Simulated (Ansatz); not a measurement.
# Ca on Cr(100): change of the work function, part 4 of 6

Wanted: Δφ(θ) for Ca/Cr(100), starting from the hollow site.

Ansatz 0.2.0; plane-wave DFT, LDA, Ansatz PAW.

So far, work function, upper face (eV): step 2 (the clean slab) 4.12; step 3 (21 atoms, coverage 0.25 ML, cell 2x2) 2.51.

**4. Adsorbate added, coverage 0.5 ML (continued)**

The density of states has structure finer than the step of the table below, so its rows give means over 0.5 eV, whole bins alone (the curve runs from -8 to 1.68 eV). Peaks (eV: height): total -2.65: 54.3, -2.17: 65.5, 0.96: 58.6, 1.02: 67.9, 1.08: 64.0, 1.26: 70.2, 1.56: 56.2; up -2.26: 32.2, -2.17: 39.7, -2.11: 46.6, -2.02: 39.7, 1.02: 32.9, 1.26: 45.2, 1.59: 32.5; down -2.83: 32.7, 0.27: 32.8, 0.84: 39.5, 0.96: 40.3, 1.02: 35.0, 1.11: 38.8, 1.56: 50.5.

The density of states by energy, zero at the Fermi level; means over each step; values in states/eV a cell:

```
energy (eV)  total     up   down
       -7.5      0      0      0
       -7.0  0.942  0.524  0.418
       -6.5   1.77  0.938  0.833
       -6.0   1.08  0.462  0.614
       -5.5   2.92   1.65   1.27
       -5.0   3.44   1.91   1.53
       -4.5   6.24   3.20   3.04
       -4.0   16.0   9.42   6.53
       -3.5   23.8   13.2   10.6
       -3.0   25.7   11.4   14.2
       -2.5   26.4   15.3   11.1
       -2.0   36.7   21.8   14.9
       -1.5   36.2   18.4   17.9
       -1.0   31.5   15.5   16.0
       -0.5   24.3   16.0   8.32
        0.0   23.6   14.7   8.88
        0.5   29.5   10.8   18.7
        1.0   48.3   20.6   27.6
```

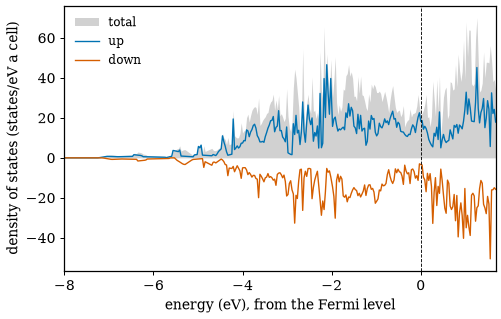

Density of states, plotted against energy. Down spins are drawn negative.

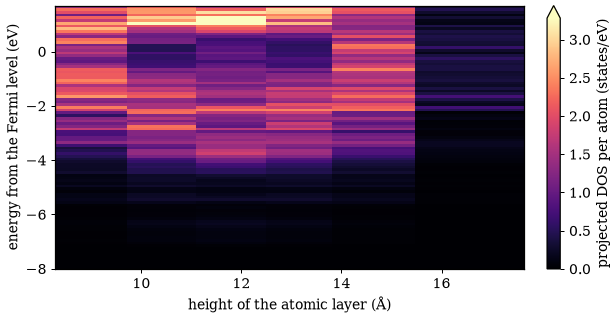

Projected DOS per atom over height of the atomic layer and energy from the Fermi level. Layers: Cr4 Cr4 Cr4 Cr4 Cr4 Ca2 from below.

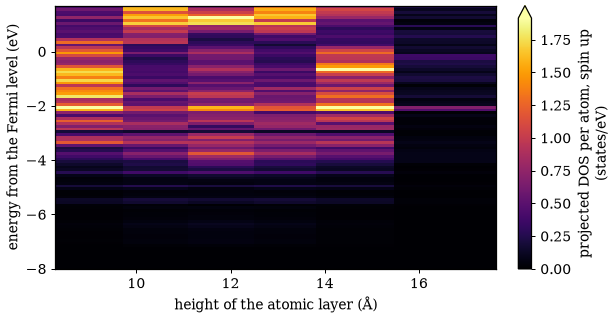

Projected DOS per atom, spin up over height of the atomic layer and energy from the Fermi level. Layers: Cr4 Cr4 Cr4 Cr4 Cr4 Ca2 from below.

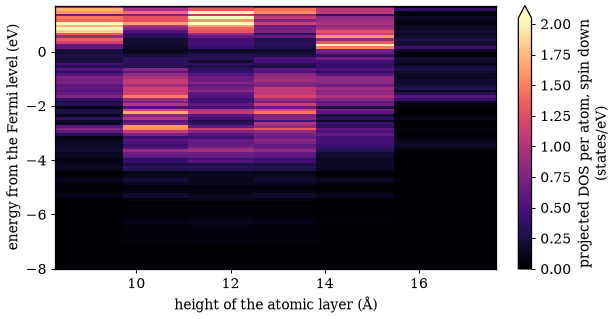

Projected DOS per atom, spin down over height of the atomic layer and energy from the Fermi level. Layers: Cr4 Cr4 Cr4 Cr4 Cr4 Ca2 from below.

Site moment by atom:

```
atom  site moment (μB)
 Cr1              2.28
 Cr2             -0.88
 Cr3              0.60
 Cr4             -0.56
 Cr5              1.30
 Cr6              2.28
 Cr7             -0.87
 Cr8              0.60
 Cr9             -0.55
Cr10              1.30
Cr11              2.28
Cr12             -0.87
Cr13              0.60
Cr14             -0.55
Cr15              1.30
Cr16              2.28
Cr17             -0.88
Cr18              0.60
Cr19             -0.56
Cr20              1.30
Ca21              0.10
Ca22              0.10
```

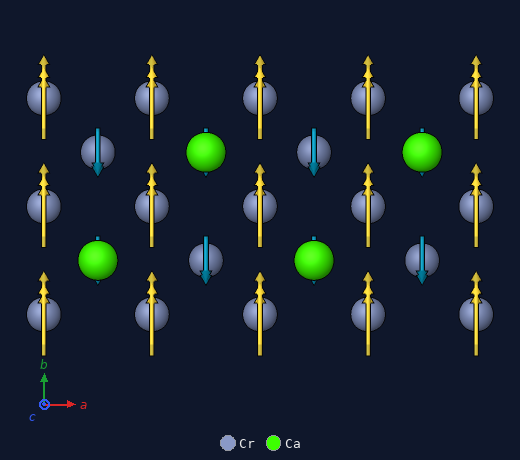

Site moment as arrows, the longest 2.28 μB. Up and down stand for the sign. Arrows give size and sign along the axis of quantisation, drawn up and down the page. Each arrow also spans its atom, so small moments look longer than they are. The two directions have two colours. 2×1×1 cells are drawn. Some periodic images of atoms are drawn too.

The relaxation took 6 steps and lowered the energy by 0.46 eV; the largest force on the free atoms ends at 0.0039 eV/Å.

The covered face has 2.58 eV, -1.54 eV against the clean one; the bare back face has moved by +0.03 eV, a measure of how thin the slab is.

**5. Work function against coverage**

This step: plane-wave DFT, LDA, Ansatz PAW; work function against coverage (Ansatz 0.2.0).

The runs are now put side by side.

This step gave:

```yaml
work_function_of_the_clean_face: 4.120 eV
largest_change_of_the_work_function: -1.613 eV
```

Table of work function of the covered face by coverage:

```csv
coverage (adsorbates/nm²),work function of the covered face (eV)
0.00,4.12
3.01,2.51
6.03,2.58
```

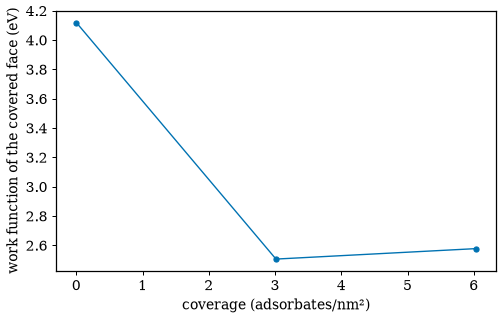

Work function of the covered face against coverage.

The dipole per adsorbate comes from the change of the cell's dipole. Coverage, by row:

```
coverage (1/nm²)  coverage (ML)  work function (eV)  change (eV)  dipole per adsorbate, positive end outwards (debye)  mean height of the added atoms over the highest substrate atom (Å)
           3.014           0.25               2.507       -1.613                                                1.431                                                               2.073
           6.028            0.5               2.578       -1.542                                                0.691                                                               2.164
```

**6. The slab at 0.25 ML, atoms frozen**

This step: plane-wave DFT, LDA, Ansatz PAW (Ansatz 0.2.0).

System of this step: Ca/Cr(100). The cell holds 21 atoms: 20 Cr and 1 Ca. Its edges and angles: a = 5.760 Å, b = 5.760 Å, c = 26.000 Å, α = 90.0°, β = 90.0°, γ = 90.0°. Vacuum lies along c.

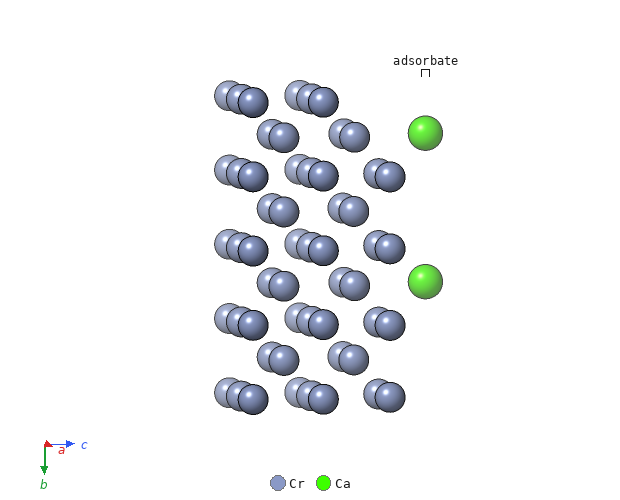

The cell of this step (chromium light blue, calcium green). 1×2×1 cells are drawn. Some periodic images of atoms are drawn too.

To see where the charge goes, the covered slab, the bare substrate and the adsorbate layer are each run at the same frozen positions and on the same grid.

The input, input.yaml:

```yaml
crystal:
  lattice:
    - [5.76, 0.0, 0.0]
    - [0.0, 5.76, 0.0]
    - [0.0, 0.0, 26.0000219474]
  atoms:
    - { symbol: Cr, position: [0.0, 0.0, 0.346153554], spin: 2.0 }
    - { symbol: Cr, position: [0.25, 0.25, 0.4015381226], spin: -2.0 }
    - { symbol: Cr, position: [0.0011652958, 0.0011652958, 0.4521022779], spin: 2.0 }
    - { symbol: Cr, position: [0.25, 0.25, 0.509804647], spin: -2.0 }
    - { symbol: Cr, position: [-0.0078647622, -0.0078647622, 0.5531847417], spin: 2.0 }
    - { symbol: Cr, position: [0.0, 0.5, 0.346153554], spin: 2.0 }
    - { symbol: Cr, position: [0.25, 0.75, 0.4015381226], spin: -2.0 }
    - { symbol: Cr, position: [0.0011652958, 0.4988347042, 0.4521022779], spin: 2.0 }
    - { symbol: Cr, position: [0.25, 0.75, 0.5082859422], spin: -2.0 }
    - { symbol: Cr, position: [-0.0078647622, 0.5078647622, 0.5531847417], spin: 2.0 }
    - { symbol: Cr, position: [0.5, 0.0, 0.346153554], spin: 2.0 }
    - { symbol: Cr, position: [0.75, 0.25, 0.4015381226], spin: -2.0 }
    - { symbol: Cr, position: [0.4988347042, 0.0011652958, 0.4521022779], spin: 2.0 }
    - { symbol: Cr, position: [0.75, 0.25, 0.5082859422], spin: -2.0 }
    - { symbol: Cr, position: [0.5078647622, -0.0078647622, 0.5531847417], spin: 2.0 }
    - { symbol: Cr, position: [0.5, 0.5, 0.346153554], spin: 2.0 }
    - { symbol: Cr, position: [0.75, 0.75, 0.4015381226], spin: -2.0 }
    - { symbol: Cr, position: [0.4988347042, 0.4988347042, 0.4521022779], spin: 2.0 }
    - { symbol: Cr, position: [0.75, 0.75, 0.5069884986], spin: -2.0 }
    - { symbol: Cr, position: [0.5078647622, 0.5078647622, 0.5531847417], spin: 2.0 }
    - { symbol: Ca, position: [0.25, 0.25, 0.6328968247] }
magnetization:
  spin_polarized: true
kpoints:
  mp_grid: { grid: [5, 5, 1] }
hamiltonian:
  xc: lda
scf:
  occupations: { method: fermi_dirac, width: 0.1 }
  convergence: { dr2_threshold: 1.0e-08 }
efield:
  axis: 3
  dipole_correction: true
  ramp_position: 0.97
  ramp_width: 0.06
output:
  write_potential: true
  write_density: true
  volumetric_format: npy
```

Started as:

```
$ ansatz run input.yaml --threads 4 --pin off --max-ram 12288MiB --backend cpu --events-out ev --progress --plain --runs-dir out
```

Numbers of over 12 decimals in the logs are rounded to 6 here.

Log:

```text
[...]
Crystal: 21 atoms, lattice volume = 862.618 Å³
Basis set: ecut = 420 eV, 16971 PW (Γ)
Bands: 198, of which v1, the nominal top of the filled ones, is band 145 counted from 1 (144 counted from 0)
Symmetry: 8 space group operations
k-points: 6 of 25
[...]
Starting moments: Σ|m| = 40 μB on 20 of 21 sites
[...]
SCF iter   1: F=—  HF=-68277.072793 eV  |F-HF|=—  |Δ(HF+E_count)|=         —  Δρ=8.96e-2 (↑8.96e-2 ↓8.04e-2)  dr2=1.53e2  dr2_m=3.07e1  M=4.654 μB ∫|m|=9.421 μB  β_m=0.71  ethr=3.10e-3  p=-0.000 e·Å  D=-1.11e-6 V/Å  ΔV_dip=0.00 eV  dr2_dipole=1.02e-1  V_vac-E_F(+/−)=6.72/6.72 eV  ⟨swp⟩=10.8  Hψ=13005  notcnv=0
[...]
SCF iter  27: F=-68217.225759 eV  HF=-68217.225759 eV  |F-HF|=1.24e-9  |Δ(HF+E_count)|=   2.61e-7  Δρ=8.50e-8 (↑8.14e-8 ↓8.50e-8)  dr2=2.35e-10  dr2_m=1.49e-11  M=12.284 μB ∫|m|=24.420 μB  ethr=1.00e-12  p=0.279 e·Å  D=5.85e-2 V/Å  ΔV_dip=-1.52 eV  dr2_dipole=3.56e-12  V_vac-E_F(+/−)=2.51/4.03 eV  ⟨swp⟩=1.1  Hψ=6199  notcnv=0
SCF 1 converged in 27 iterations: F = -68217.225759 eV  dr2 = 2.35e-10
[...]
SCF converged after 27 iterations
Magnetization: 12.2839 μB (151.1419 up, 138.8581 down)
Absolute magnetization: 24.4206 μB (∫|ρ↑−ρ↓|, with the PAW one-centre terms)
[...]
Per-site moments (μB) at R_I (Å): [(2.283795, 1.028838), (-0.843803, 0.996594), (0.568792, 0.996594), (-0.533791, 0.983478), (1.080614, 0.952600), (2.283795, 1.028838), (-0.856145, 0.999889), (0.568792, 0.996594), (-0.535171, 0.968634), (1.080614, 0.952600), (2.283795, 1.028838), (-0.856145, 0.999889), (0.568792, 0.996594), (-0.535171, 0.968634), (1.080614, 0.952600), (2.283795, 1.028838), (-0.880220, 1.003173), (0.568792, 0.996594), (-0.506204, 0.952600), (1.080614, 0.952600), (0.055642, 1.217229)]
Free energy (F): -68217.225759 eV
[...]
Internal energy: -68216.488992 eV  (E = F + TS)
E sigma→0 (E₀):  -68216.857376 eV
Entropy (-TS):   -0.736767 eV (-35.084 meV/atom)
Fermi energy:    3.168270 eV
Dipole field:    D = 0.058507 V/Å  (p = 0.278910 e·Å, saw-weighted, corrected)
Work function:   Φ+ = 2.5070 eV   Φ− = 4.0282 eV
[...]
--- Band table (eV; the first three rows and the last of 12) ---
  k-point 0 ↑: bands = [... 141 lower, 2.6716, 2.6758, 2.6977, 2.6977, 3.1843, 3.3225, 3.3676, 3.3834, ... 49 higher]
  k-point 1 ↑: bands = [... 141 lower, 2.6387, 2.7895, 2.8749, 2.9589, 2.9641, 3.0260, 3.0595, 3.1635, ... 49 higher]
  k-point 2 ↑: bands = [... 141 lower, 2.5974, 2.6484, 2.6611, 2.7526, 2.8061, 2.9371, 2.9725, 3.0892, ... 49 higher]
  k-point 5 ↓: bands = [... 141 lower, 3.4104, 3.5141, 3.5879, 3.6931, 3.7404, 3.7587, 3.8035, 3.8491, ... 49 higher]
```

Elapsed: 6.1 min, on 4 threads of Intel Xeon Platinum 8259CL at 2.50GHz (Skylake/Cascade Lake), shared host; peak memory 4.4 GiB.

Reading the cycles: dr2 is the Hartree energy of the density residual (eV), the measure of convergence; HF is the Harris–Foulkes estimate of the energy, which meets the free energy F at convergence.

This step gave:

```yaml
energy_at_zero_smearing: -68216.8574 eV
total_moment: 12.28 μB
work_function_upper_face: 2.507 eV
work_function_lower_face: 4.028 eV
dipole_along_the_normal: 0.2789 e·Å
step_between_the_vacuum_levels: -1.521 eV
```

The work function of the upper face is 2.51 eV.

**7. The substrate of the 0.25 ML cell alone**

System of this step: Ca/Cr(100), substrate alone, atoms held. The cell holds 20 atoms: 20 Cr. Its edges and angles: a = 5.760 Å, b = 5.760 Å, c = 26.000 Å, α = 90.0°, β = 90.0°, γ = 90.0°. Vacuum lies along c.

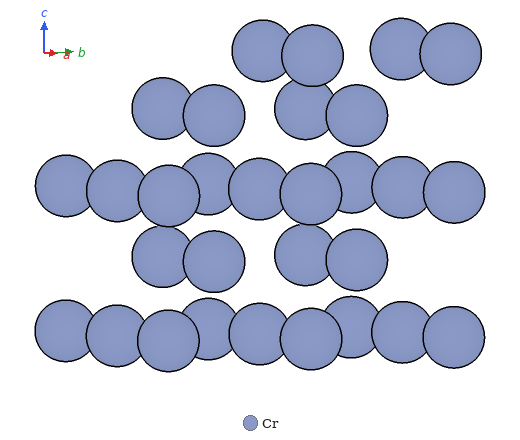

The cell of this step (chromium light blue). Some periodic images of atoms are drawn too.

The second part, atoms unmoved.

The input, input.yaml:

```yaml
crystal:
  lattice:
    - [5.76, 0.0, 0.0]
    - [0.0, 5.76, 0.0]
    - [0.0, 0.0, 26.0000219474]
  atoms:
    - { symbol: Cr, position: [0.0, 0.0, 0.346153554], spin: 2.28 }
    - { symbol: Cr, position: [0.25, 0.25, 0.4015381226], spin: -0.84 }
    - { symbol: Cr, position: [0.0011652958, 0.0011652958, 0.4521022779], spin: 0.57 }
    - { symbol: Cr, position: [0.25, 0.25, 0.509804647], spin: -0.53 }
    - { symbol: Cr, position: [-0.0078647622, -0.0078647622, 0.5531847417], spin: 1.08 }
    - { symbol: Cr, position: [0.0, 0.5, 0.346153554], spin: 2.28 }
    - { symbol: Cr, position: [0.25, 0.75, 0.4015381226], spin: -0.86 }
    - { symbol: Cr, position: [0.0011652958, 0.4988347042, 0.4521022779], spin: 0.57 }
    - { symbol: Cr, position: [0.25, 0.75, 0.5082859422], spin: -0.54 }
    - { symbol: Cr, position: [-0.0078647622, 0.5078647622, 0.5531847417], spin: 1.08 }
    - { symbol: Cr, position: [0.5, 0.0, 0.346153554], spin: 2.28 }
    - { symbol: Cr, position: [0.75, 0.25, 0.4015381226], spin: -0.86 }
    - { symbol: Cr, position: [0.4988347042, 0.0011652958, 0.4521022779], spin: 0.57 }
    - { symbol: Cr, position: [0.75, 0.25, 0.5082859422], spin: -0.54 }
    - { symbol: Cr, position: [0.5078647622, -0.0078647622, 0.5531847417], spin: 1.08 }
    - { symbol: Cr, position: [0.5, 0.5, 0.346153554], spin: 2.28 }
    - { symbol: Cr, position: [0.75, 0.75, 0.4015381226], spin: -0.88 }
    - { symbol: Cr, position: [0.4988347042, 0.4988347042, 0.4521022779], spin: 0.57 }
    - { symbol: Cr, position: [0.75, 0.75, 0.5069884986], spin: -0.51 }
    - { symbol: Cr, position: [0.5078647622, 0.5078647622, 0.5531847417], spin: 1.08 }
magnetization:
  spin_polarized: true
kpoints:
  mp_grid: { grid: [5, 5, 1] }
hamiltonian:
  xc: lda
scf:
  occupations: { method: fermi_dirac, width: 0.1 }
  convergence: { dr2_threshold: 1.0e-08 }
efield:
  axis: 3
  dipole_correction: true
  ramp_position: 0.97
  ramp_width: 0.06
output:
  write_potential: true
  write_density: true
  volumetric_format: npy
```

Log:

```text
[...]
Crystal: 20 atoms, lattice volume = 862.618 Å³
Basis set: ecut = 420 eV, 16971 PW (Γ)
Bands: 181, of which v1, the nominal top of the filled ones, is band 140 counted from 1 (139 counted from 0)
Symmetry: 8 space group operations
k-points: 6 of 25
[...]
Starting moments: Σ|m| = 21.28 μB on 20 of 20 sites
[...]
SCF iter   1: F=—  HF=-66492.819323 eV  |F-HF|=—  |Δ(HF+E_count)|=         —  Δρ=6.00e-2 (↑6.00e-2 ↓5.61e-2)  dr2=1.47e2  dr2_m=5.16e-1  M=9.271 μB ∫|m|=16.678 μB  β_m=1.00  ethr=3.10e-3  p=-0.000 e·Å  D=-1.11e-6 V/Å  ΔV_dip=0.00 eV  dr2_dipole=6.15e-1  V_vac-E_F(+/−)=6.70/6.70 eV  ⟨swp⟩=9.9  Hψ=10944  notcnv=0
[...]
SCF iter  22: F=-66443.827790 eV  HF=-66443.827790 eV  |F-HF|=1.16e-10  |Δ(HF+E_count)|=  5.82e-11  Δρ=3.45e-8 (↑2.10e-8 ↓3.45e-8)  dr2=2.67e-11  dr2_m=1.03e-12  M=13.271 μB ∫|m|=26.810 μB  ethr=1.00e-12  p=-0.026 e·Å  D=-5.43e-3 V/Å  ΔV_dip=0.14 eV  dr2_dipole=1.20e-13  V_vac-E_F(+/−)=4.16/4.02 eV  ⟨swp⟩=1.2  Hψ=4612  notcnv=0
SCF 1 converged in 22 iterations: F = -66443.827790 eV  dr2 = 2.67e-11
[...]
SCF converged after 22 iterations
an eigenvalue changed by more than its tolerance at an iteration that met the thresholds in force, so the SCF went on 1 time: the last check found none over its tolerance
Magnetization: 13.2711 μB (146.6355 up, 133.3645 down)
Absolute magnetization: 26.8097 μB (∫|ρ↑−ρ↓|, with the PAW one-centre terms)
[...]
Per-site moments (μB) at R_I (Å): [(2.287889, 1.028838), (-0.871326, 0.996594), (0.618375, 0.996594), (-0.712187, 0.983478), (1.401038, 0.952600), (2.287889, 1.028838), (-0.887464, 0.999889), (0.618375, 0.996594), (-0.660117, 0.968634), (1.401038, 0.952600), (2.287889, 1.028838), (-0.887464, 0.999889), (0.618375, 0.996594), (-0.660117, 0.968634), (1.401038, 0.952600), (2.287889, 1.028838), (-0.903040, 1.003173), (0.618375, 0.996594), (-0.616894, 0.952600), (1.401038, 0.952600)]
Free energy (F): -66443.827790 eV
[...]
Internal energy: -66443.164548 eV  (E = F + TS)
E sigma→0 (E₀):  -66443.496169 eV
Entropy (-TS):   -0.663242 eV (-33.162 meV/atom)
Fermi energy:    2.226121 eV
Dipole field:    D = -0.005433 V/Å  (p = -0.025902 e·Å, saw-weighted, corrected)
Work function:   Φ+ = 4.1590 eV   Φ− = 4.0178 eV
[...]
--- Band table (eV; the first three rows and the last of 12) ---
  k-point 0 ↑: bands = [... 136 lower, 1.6435, 1.6435, 1.7032, 1.8199, 1.8207, 2.2207, 2.3875, 2.3897, ... 37 higher]
  k-point 1 ↑: bands = [... 136 lower, 1.6511, 1.7028, 1.9670, 1.9952, 2.0030, 2.0273, 2.0545, 2.1000, ... 37 higher]
  k-point 2 ↑: bands = [... 136 lower, 1.5932, 1.6061, 1.7101, 1.7573, 1.8172, 1.9328, 1.9556, 2.0680, ... 37 higher]
  k-point 5 ↓: bands = [... 136 lower, 2.6443, 2.7292, 2.7504, 2.7711, 2.8618, 2.8705, 2.8891, 2.9318, ... 37 higher]
```

The job ended after 4.6 min (4 threads; peak memory 4 GiB; 16 min of CPU time).

Numbers from this step:

```
energy at zero smearing        : -66443.4962 eV
total moment                   : 13.27 μB
work function, upper face      : 4.159 eV
work function, lower face      : 4.018 eV
dipole along the normal        : -0.02590 e·Å
step between the vacuum levels : 0.1413 eV
```

Site moment by atom:

| atom | site moment (μB) |
| --- | --- |
| Cr1 | 2.29 |
| Cr2 | -0.87 |
| Cr3 | 0.62 |
| Cr4 | -0.71 |
| Cr5 | 1.40 |
| Cr6 | 2.29 |
| Cr7 | -0.89 |
| Cr8 | 0.62 |
| Cr9 | -0.66 |
| Cr10 | 1.40 |
| Cr11 | 2.29 |
| Cr12 | -0.89 |
| Cr13 | 0.62 |
| Cr14 | -0.66 |
| Cr15 | 1.40 |
| Cr16 | 2.29 |
| Cr17 | -0.90 |
| Cr18 | 0.62 |
| Cr19 | -0.62 |
| Cr20 | 1.40 |

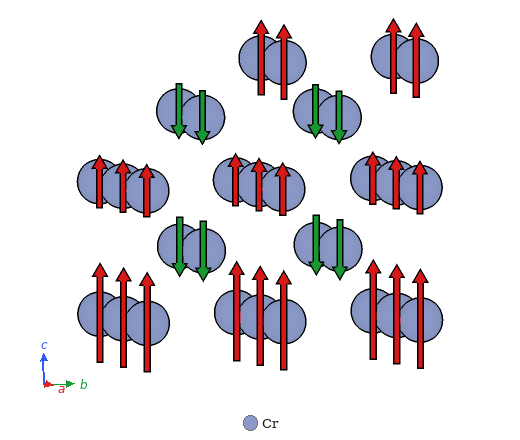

Site moment as arrows, the longest 2.29 μB. Up and down stand for the sign. Arrows give size and sign along the axis of quantisation, drawn up and down the page. Each arrow also spans its atom, so small moments look longer than they are. The two directions have two colours. Some periodic images of atoms are drawn too.

The work function of the upper face is 4.16 eV.

(Part 4 of 6 ends here.)

[Logs are printed without paths, hosts, clocks, repeated set-up lines and the standing remarks that a program may print on its own settings, such as how far it seeks lower states.]

[Hosts, paths, dates, database ids (printed as entryN), source tags and the programs' standing remarks are cut or masked in the printed files.]

[Maps of the electrostatic potential energy from Ansatz leave out the sawtooth potential of an applied field or a dipole correction, so their vacuum need not be flat; planar profiles and work functions include it.]
